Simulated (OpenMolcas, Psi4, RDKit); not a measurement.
**A ladder of methods for SnH2F2 (SMILES [F][SnH2][F])**

The species is SnH2F2 (5 atoms), meant as a singlet with charge 0. As SMILES, `[F][SnH2][F]`. The coordinates come from a PBE0-D4/def2-TZVP relaxation.

Quantity: the HOMO–LUMO gap, in eV. The values are calculated.

```csv
level,kind,program,value (eV),CPU time
extended Hückel,semi-empirical,RDKit,16.86,under 2 s
HF/def2-SVP (core potential),Hartree–Fock,Psi4,15.89,7.6 s
SVWN5/def2-SVP (core potential),LDA,OpenMolcas,6.25,8.7 s
BLYP/def2-SVP (core potential),GGA,OpenMolcas,6.29,15 s
PBE/def2-SVP (core potential),GGA,OpenMolcas,6.37,14 s
r2SCAN/def2-SVP (core potential),meta-GGA,OpenMolcas,7.13,17 s
"PBE0-D4/def2-SVP (density fitting, core potential)",global hybrid,Psi4,9.06,5 s
CAM-B3LYP/def2-SVP (core potential),range-separated hybrid,Psi4,11.51,27 s
"B2PLYP/def2-SVP (core potential, density fitting for correlation)",double hybrid,Psi4,11.76,14 s
```

The values span 6.25 to 16.86 eV. Orbital gaps aren't excitation energies, and those of double hybrids come from the SCF part alone; they tend to grow with the share of exact exchange. Times are those of the runs behind each value, whatever else they computed, on shared processors of several kinds: orders of magnitude only.

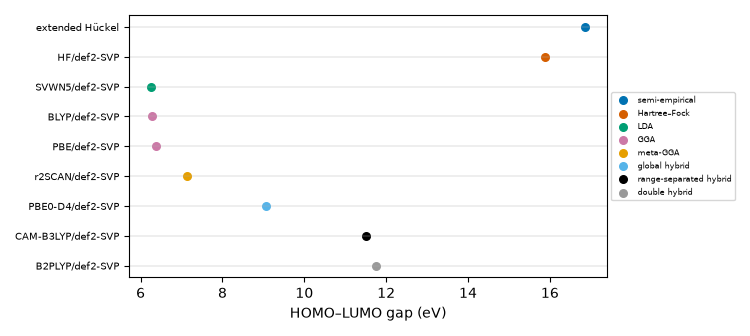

The values of the table, level by level.
